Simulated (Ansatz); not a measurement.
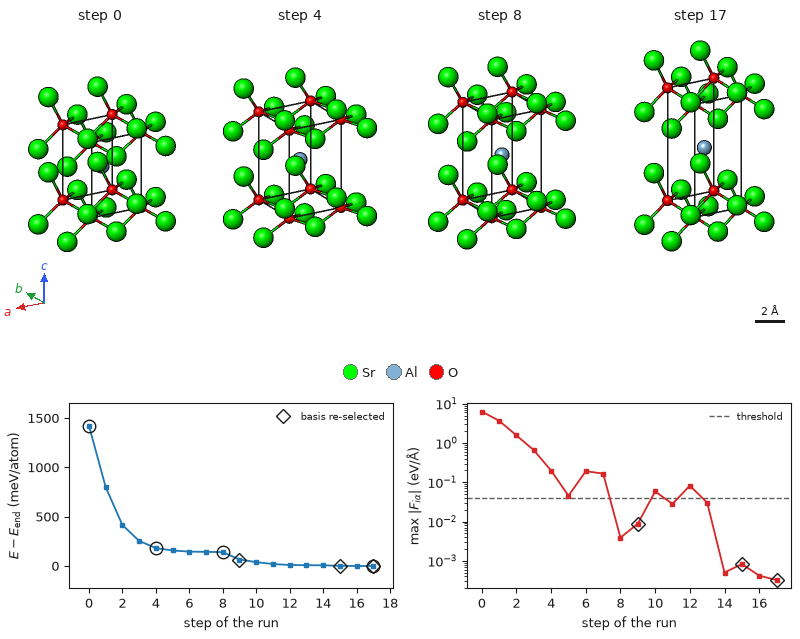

Frames of a relaxation of a crystal of Sr2AlO (a generated structure, set up in P-4m2) (coarse preliminary run), marked on the history of the run. The picture is a ball-and-stick view of the cell of the calculation, seen from a free direction.

The calculation used DFT PBE, scalar-relativistic, plane waves, PAW (Ansatz 0.2.0).

The input:
```yaml
crystal:
  lattice:
    - [4.04176368, 0.0, 0.0]
    - [0.0, 4.04176368, 0.0]
    - [0.0, 0.0, 5.70415114]
  atoms:
    - { symbol: Sr, position: [0.0, 0.5, 0.25300863] }
    - { symbol: Sr, position: [0.5, 0.0, 0.74699137] }
    - { symbol: Al, position: [0.5, 0.5, 0.5] }
    - { symbol: O, position: [0.0, 0.0, 0.0] }
basis:
  ecutwfc: 420
kpoints:
  mp_grid: { grid: [4, 4, 4] }
hamiltonian:
  xc: pbe
scf:
  occupations: { method: gaussian, width: 0.1 }
  lower_state_search: "off"
output:
  forces: true
  stress: true
  eigenvalues: true
relax:
  adjacent_minimum: "off"
  f_tol: 0.04
  max_steps: 70
  cell: { stress_tol: 0.4 }
```

Launched with:
```bash
ansatz run input.yaml --threads 1 --pin off --max-ram 2560MiB --backend cpu --events-out ev --progress --plain --runs-dir out
```

Q: Describe the path.

A: The energy falls by 1425 meV per atom in 14 accepted moves (17 points after the start). The largest force component goes from 6.3 to 0.00032 eV/Å. The pressure goes from 19.90 to 0.03 GPa. The SCF was repeated 3 times at an unchanged geometry on a basis and grid sized afresh for the cell, which shifted the energy by 75.0 meV per atom at most. The largest moves relative to the cell, 0.70 Å, are those of Sr1 and Sr2. Sr2 goes along +c. Al and O stay in place. The volume changes by +32.3 %, with a = b 4.042 → 3.800 Å (−6.0 %), c 5.704 → 8.540 Å (+49.7 %). Near-neighbour distances that change, for instance: Sr1–Al3 2.464 → 3.392 Å, Sr1–O4 2.483 → 2.396 Å. Among the angles between lasting bonds that change: Sr1–O4–Sr1 108.9° → 104.9°, O4–Sr2–O4 108.9° → 104.9°, Sr1–O4–Sr2 109.7° → 111.8°. The space group stays P-4m2 (No. 115). From step 0 to 4: Sr atoms move most (0.62 Å), volume +29.1 %, energy −1243 meV per atom. From step 4 to 8: Sr atoms move most (0.06 Å), volume +0.9 %, energy −40.6 meV per atom. From step 8 to 17: Sr atoms move most (0.03 Å), volume +1.5 %, energy −141 meV per atom.

| step | E − E(0), meV/atom | largest force component, eV/Å | pressure, GPa | volume, Å³/atom | note |
| --- | --- | --- | --- | --- | --- |
| 0 | 0.00 | 6.3376 | 19.90 | 23.296 |  |
| 1 | -623.86 | 3.6844 | 13.43 | 24.503 |  |
| 2 | -1008.71 | 1.5577 | 8.64 | 26.173 |  |
| 3 | -1169.57 | 0.6592 | 5.03 | 28.092 |  |
| 4 | -1243.07 | 0.1978 | 2.09 | 30.078 |  |
| 5 | -1266.87 | 0.0454 | 0.38 | 31.398 |  |
| 6 | -1278.80 | 0.1915 | 0.28 | 31.010 |  |
| 7 | -1281.17 | 0.1666 | -0.86 | 30.699 |  |
| 8 | -1283.65 | 0.0039 | 0.07 | 30.361 |  |
| 9 | -1358.65 | 0.0088 | 2.16 | 30.361 | same geometry, new basis |
| 10 | -1385.47 | 0.0582 | 1.72 | 30.399 |  |
| 11 | -1404.46 | 0.0281 | 0.62 | 30.959 |  |
| 12 | -1414.42 | 0.0821 | 0.09 | 30.914 |  |
| 13 | -1416.55 | 0.0303 | -0.15 | 30.798 |  |
| 14 | -1417.21 | 0.0005 | -0.02 | 30.794 |  |
| 15 | -1423.47 | 0.0008 | 0.20 | 30.794 | same geometry, new basis |
| 16 | -1424.41 | 0.0004 | 0.03 | 30.820 |  |
| 17 | -1424.50 | 0.0003 | 0.03 | 30.820 | same geometry, new basis |

Limits of the set-up: the k-point mesh is coarse for a cell with partly filled bands.
